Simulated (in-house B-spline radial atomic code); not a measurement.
**Ba⁶⁺: ionisation energy by several methods**

Wanted: one ionisation energy, Ba⁶⁺ to configuration [Kr] 4d10 5s2 5p1, up the ladder of functionals.

Method: scalar-relativistic (X2C), several functionals, spin-polarised, exact exchange averaged over the configuration; spherical all-electron atom at the radial basis limit. Code: in-house B-spline radial atomic code version 1.

## (1) Starting point

| Property | Result |
| --- | --- |
| element | barium (Z = 56) |
| charge | +6 |
| electrons | 50 |
| configuration | [Kr] 4d10 5s2 5p2 |
| nucleus | Fermi, rms radius 4.838 fm |

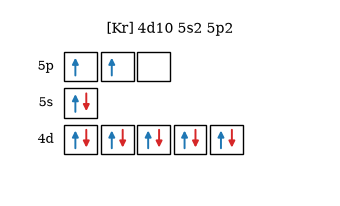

Outer shells as boxes.

Where spins are not typed, each open shell is filled with up spins first.

## (2) PBE0, a global hybrid

The run's settings:

```ini
Z = 56
electrons = 50.0
configuration = [Kr] 4d10 5s2 5p2
hamiltonian = x2c
method = pbe0
spin_polarised = True
nucleus = fermi
rms_radius = 4.8378
mass_number = 138
atomic_mass = 137.905247059
speed_of_light = 137.035999084
exact_exchange = averaged over the configuration
```

Started as:

```
> python run_scf.py task.json out
```

One command runs all members of the session, one after another, from task.json.

## (3) HSE06, a range-separated hybrid

The settings differ from step 2 so:

```diff
@@ -4,3 +4,3 @@
 hamiltonian = x2c
-method = pbe0
+method = hse06
 spin_polarised = True
```

## (4) r2SCAN0, a global hybrid

The settings differ from step 3 so:

```diff
@@ -4,3 +4,3 @@
 hamiltonian = x2c
-method = hse06
+method = r2scan0
 spin_polarised = True
```

## (5) LC-ωPBE, a range-separated hybrid

The settings differ from step 4 so:

```diff
@@ -4,3 +4,3 @@
 hamiltonian = x2c
-method = r2scan0
+method = lc_wpbe
 spin_polarised = True
```

## (6) ωB97X, a range-separated hybrid

The settings differ from step 5 so:

```diff
@@ -4,3 +4,3 @@
 hamiltonian = x2c
-method = lc_wpbe
+method = wb97x
 spin_polarised = True
```

## (7) TPSSh, a global hybrid

The settings differ from step 6 so:

```diff
@@ -4,3 +4,3 @@
 hamiltonian = x2c
-method = wb97x
+method = tpssh
 spin_polarised = True
```

Q: The tabulated ionisation energy is 86 ± 2 eV (tabulated theoretical; NIST Atomic Spectra Database). What does each method give, and which comes nearest?

**Answer**, as computed:

| method | rung | total energy (hartree) | ΔSCF (eV) | −ε highest (eV) | ΔSCF less tabulated (eV) |
| --- | --- | --- | --- | --- | --- |
| PBE0 | global hybrid | -8125.9460 | 86.543 | 81.867 (5p up) | +0.543 |
| r2SCAN0 | global hybrid | -8126.2516 | 86.755 | 82.180 (5p up) | +0.755 |
| TPSSh | global hybrid | -8125.9749 | 86.498 | 80.882 (5p up) | +0.498 |
| HSE06 | range-separated hybrid | -8125.8504 | 86.482 | 81.368 (5p up) | +0.482 |
| LC-ωPBE | range-separated hybrid | -8125.8236 | 86.610 | 84.951 (5p up) | +0.610 |
| ωB97X | range-separated hybrid | -8126.6272 | 86.211 | 84.171 (5p up) | +0.211 |

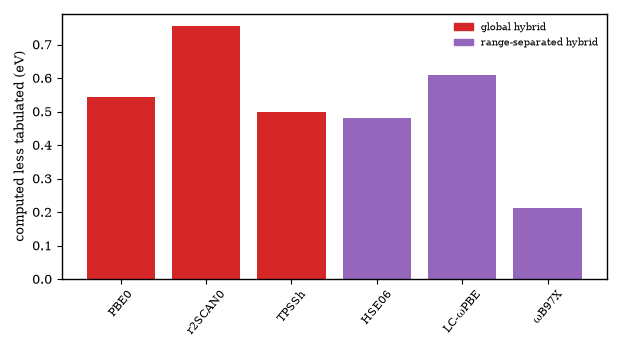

Error of each method against the tabulated value; one colour a rung.

**Reading.** Tables give 86 ± 2 eV (tabulated theoretical; NIST Atomic Spectra Database) for the ionisation energy. ωB97X misses by +0.211 eV, the least, and r2SCAN0 by +0.755 eV (0.88 %), the most. The table's own uncertainty is as large as these misses, so the order means little. Relativistic terms that these runs lack can be as large as the gaps between close methods, so the nearest may be so by luck. Spin-orbit coupling is left out. Open shells are averaged (over orientations, and over spins where the run is restricted), while tables refer to the lowest levels.
